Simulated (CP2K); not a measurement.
# CH5BSSi (SMILES C[SiH]1BS1) at GFN1-xTB

What is the energy difference between two shapes of CH5BSSi at GFN1-xTB? 

The results are computed with CP2K 2026.2.

1 further run of the same task is left out (set aside as unsound or not needed).

## Step 1: The molecule

The species is CH5BSSi (9 atoms), meant as a singlet with charge 0. SMILES: `C[SiH]1BS1`. The shape is that of a GFN2-xTB optimisation.

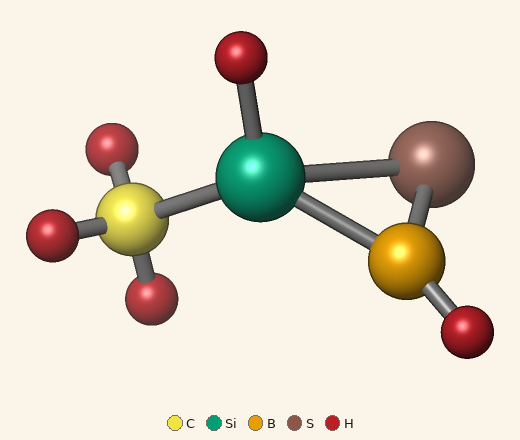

Viewed from a chosen angle; carbon yellow, silicon teal, boron amber, sulfur brown, hydrogen red.

## Step 2: Energy and gradient at GFN1-xTB

The input, job.inp:

```
&GLOBAL
 PROJECT_NAME job
 RUN_TYPE ENERGY_FORCE
 PRINT_LEVEL MEDIUM
&END GLOBAL

&FORCE_EVAL
 METHOD QUICKSTEP
 &DFT
  &QS
   METHOD XTB
   EPS_DEFAULT 1.0E-10
   &XTB
    GFN_TYPE 1
    CHECK_ATOMIC_CHARGES F
   &END XTB
  &END QS
  &POISSON
   PERIODIC NONE
   POISSON_SOLVER ANALYTIC
  &END POISSON
  &SCF
   SCF_GUESS ATOMIC
   EPS_SCF 1.0E-07
   MAX_SCF 40
   &OT
    MINIMIZER DIIS
    PRECONDITIONER FULL_ALL
   &END OT
   &OUTER_SCF
    EPS_SCF 1.0E-07
    MAX_SCF 5
   &END OUTER_SCF
  &END SCF
  &PRINT
   &MOMENTS
    PERIODIC F
    REFERENCE COM
    MAX_MOMENT 1
   &END MOMENTS
   &MO_CUBES
    NLUMO 5
    NHOMO -1
    WRITE_CUBE F
   &END MO_CUBES
   &HIRSHFELD OFF
   &END HIRSHFELD
  &END PRINT
 &END DFT
 &SUBSYS
  &CELL
   ABC 11 12.4 11.4
   PERIODIC NONE
  &END CELL
  &COORD
   C     -0.465900     1.375230    -0.022350
   Si     0.386790    -0.246130    -0.526900
   B      0.848690    -1.658370     0.669430
   S     -0.805730    -2.033120     0.249070
   H     -0.647730     1.409970     1.048840
   H      0.150500     2.230550    -0.281910
   H     -1.423750     1.496440    -0.522220
   H      0.360090    -0.375180    -1.985950
   H      1.597040    -2.199390     1.371990
  &END COORD
  &TOPOLOGY
   &CENTER_COORDINATES
   &END CENTER_COORDINATES
  &END TOPOLOGY
 &END SUBSYS
 &PRINT
  &FORCES ON
  &END FORCES
 &END PRINT
&END FORCE_EVAL
```

The run is started by

```sh
$ OMP_NUM_THREADS=1 cp2k.psmp job.inp > job.out
```

Standard output (excerpt; [...] marks lines left out):

```text
CP2K| version string:                                       CP2K version 2026.2
[...]
 GLOBAL| Method name                                                        CP2K
[...]
 GLOBAL| Run type                                                   ENERGY_FORCE
[...]
                             - Atoms:                                          9
[...]
                             - Spherical basis functions:                     36
[...]
 Number of electrons:                                                         22
[...]
     1 OT DIIS     0.15E+00    0.0     0.06459784       -11.7075566239 -1.17E+01
[...]
    14 OT DIIS     0.15E+00    0.0     0.00000004       -11.7521147050 -5.54E-13
  *** SCF run converged in    14 steps ***
[...]
 TB_DIPOLE| Moment [Debye]          0.85732663       1.26748125      -0.06709985
 TB_DIPOLE| Derivative [a.u.]       0.00000000       0.00000000       0.00000000
[...]
 ENERGY| Total FORCE_EVAL ( QS ) energy [hartree]            -11.752114705023486
 FORCES| Atomic forces [hartree/bohr]
 FORCES|   Atom     x               y               z               |f|
 FORCES|      1  6.73523935E-03 -6.49393289E-03 -2.50210152E-03   9.68478836E-03
 FORCES|      2 -2.26291906E-02 -1.64581678E-02 -4.13927065E-03   2.82857759E-02
 FORCES|      3  2.86205179E-02  3.92312670E-03  6.25110057E-03   2.95567458E-02
 FORCES|      4 -1.57282448E-02  1.17390126E-02 -1.46091782E-02   2.44665116E-02
 FORCES|      5 -1.59150027E-03  2.52802640E-03  4.58282800E-03   5.47047558E-03
 FORCES|      6  4.17805733E-04  7.09516532E-03 -1.31688150E-04   7.10867599E-03
 FORCES|      7 -4.44810367E-03  2.19548652E-03 -1.78581008E-03   5.27208734E-03
 FORCES|      8  2.66763039E-03  1.87953123E-03  4.42146567E-03   5.49529328E-03
 FORCES|      9  5.95584597E-03 -6.40824812E-03  7.91265440E-03   1.17960945E-02
 FORCES| Sum     2.16840434E-17  1.90819582E-16 -3.40005801E-16
 FORCES| Total atomic force                                       3.90494886E-16
[...]
```

Wall time 0.36 s (1 thread of Arm Neoverse V2, shared host).

## Step 3: The distorted shape, same level

The input, mol.inp:

```
&FORCE_EVAL
  METHOD Quickstep
  &DFT
    CHARGE 0
    MULTIPLICITY 1
    # Quickstep
    &QS
      METHOD XTB
      EPS_DEFAULT 1.0E-10
      &XTB
        GFN_TYPE 1
        CHECK_ATOMIC_CHARGES F
      &END XTB
    &END QS
    &POISSON
      PERIODIC NONE
      POISSON_SOLVER ANALYTIC
    &END POISSON
    &SCF
      SCF_GUESS ATOMIC
      EPS_SCF 1.0E-07
      MAX_SCF 40
      &OT ON
        MINIMIZER DIIS
        PRECONDITIONER FULL_ALL
      &END OT
      &OUTER_SCF
        EPS_SCF 1.0E-07
        MAX_SCF 5
      &END OUTER_SCF
    &END SCF
    &PRINT
      &MOMENTS
        PERIODIC F
        REFERENCE COM
        MAX_MOMENT 1
      &END MOMENTS
      &MO_CUBES
        NLUMO 5
        NHOMO -1
        WRITE_CUBE F
      &END MO_CUBES
      &HIRSHFELD OFF
      &END HIRSHFELD
    &END PRINT
  &END DFT
  &SUBSYS
    # box in angstrom
    &CELL
      ABC [angstrom] 11 12.4 11.4
      PERIODIC NONE
    &END CELL
    &COORD
      C     -0.465900     1.375230    -0.022350
      Si     0.386790    -0.246130    -0.526900
      B      1.427724    -1.527211     0.816553
      S     -0.805730    -2.033120     0.249070
      H     -0.647730     1.409970     1.048840
      H      0.150500     2.230550    -0.281910
      H     -1.423750     1.496440    -0.522220
      H      0.360090    -0.375180    -1.985950
      H      1.597040    -2.199390     1.371990
    &END COORD
    &TOPOLOGY
      &CENTER_COORDINATES
      &END CENTER_COORDINATES
    &END TOPOLOGY
  &END SUBSYS
  # extra output
  &PRINT
    &FORCES ON
    &END FORCES
  &END PRINT
&END FORCE_EVAL

&GLOBAL
  PROJECT mol
  RUN_TYPE ENERGY_FORCE
  PRINT_LEVEL MEDIUM
&END GLOBAL
```

The run is started by

```sh
$ OMP_NUM_THREADS=1 cp2k.psmp -i mol.inp > mol.out 2>&1
```

Standard output (excerpt; [...] marks lines left out):

```text
CP2K| version string:                                       CP2K version 2026.2
[...]
 GLOBAL| Method name                                                        CP2K
[...]
 GLOBAL| Run type                                                   ENERGY_FORCE
[...]
                             - Atoms:                                          9
[...]
                             - Spherical basis functions:                     36
[...]
 Number of electrons:                                                         22
[...]
     1 OT DIIS     0.15E+00    0.0     0.11014486       -11.5175340284 -1.15E+01
[...]
    20 OT DIIS     0.15E+00    0.0     0.00000007       -11.6391755983 -1.10E-12
  *** SCF run converged in    20 steps ***
[...]
 TB_DIPOLE| Moment [Debye]          2.13234078       1.34807046       0.25377523
 TB_DIPOLE| Derivative [a.u.]       0.00000000       0.00000000       0.00000000
[...]
 ENERGY| Total FORCE_EVAL ( QS ) energy [hartree]            -11.639175598290498
 FORCES| Atomic forces [hartree/bohr]
 FORCES|   Atom     x               y               z               |f|
 FORCES|      1  1.22688052E-02 -3.86583298E-03 -3.40119251E-04   1.28679418E-02
 FORCES|      2 -2.63719820E-02 -7.75861047E-02  3.79258299E-02   9.02964764E-02
 FORCES|      3 -1.30926420E-01  2.69659624E-01 -2.51483154E-01   3.91282273E-01
 FORCES|      4  6.63315988E-02  4.94677666E-02 -7.47988593E-03   8.30836303E-02
 FORCES|      5 -1.84580971E-03  2.62078457E-03  4.45549333E-03   5.48880187E-03
 FORCES|      6  8.52480622E-05  7.98437019E-03  9.37642346E-05   7.98537577E-03
 FORCES|      7 -3.39177675E-03  3.53148876E-04 -1.98731380E-03   3.94693296E-03
 FORCES|      8  1.00060626E-02  3.27865711E-03  5.44337045E-03   1.18533187E-02
 FORCES|      9  7.38442741E-02 -2.51912414E-01  2.13372015E-01   3.38290493E-01
 FORCES| Sum    -2.91433544E-16 -5.55111512E-17  2.77555756E-17
 FORCES| Total atomic force                                       2.97968741E-16
[...]
```

Wall time 0.36 s (1 thread of Arm Neoverse V2, shared host).

## Step 4: Results

At GFN1-xTB:

| quantity | value |
| --- | --- |
| first shape: total energy | -11.75211 Eh |
| first shape: dipole moment (from atomic charges alone) | 1.53 D |
| first shape: HOMO energy | -10.33 eV |
| first shape: dispersion energy | -8.24 kJ/mol |
| first shape: largest force on an atom | 1.520 eV/Å |
| distorted shape: total energy | -11.63918 Eh |
| distorted shape: dipole moment (from atomic charges alone) | 2.54 D |
| distorted shape: HOMO energy | -10.51 eV |
| distorted shape: dispersion energy | -8.50 kJ/mol |
| distorted shape: largest force on an atom | 20.121 eV/Å |
| energy change with the atoms displaced | 3.073 eV |

In words: With the atoms displaced the energy rises by 3.07 eV (297 kJ/mol). The first shape isn't relaxed at this level, so the change isn't measured from a minimum. The largest force (first shape) is 1.52 eV/Å: the shape isn't a stationary point for this species at this level. The dipole (first shape) comes from point charges on the atoms alone, without atomic dipoles, so it is partial. The dipole (distorted shape) comes from point charges on the atoms alone, without atomic dipoles, so it is partial.
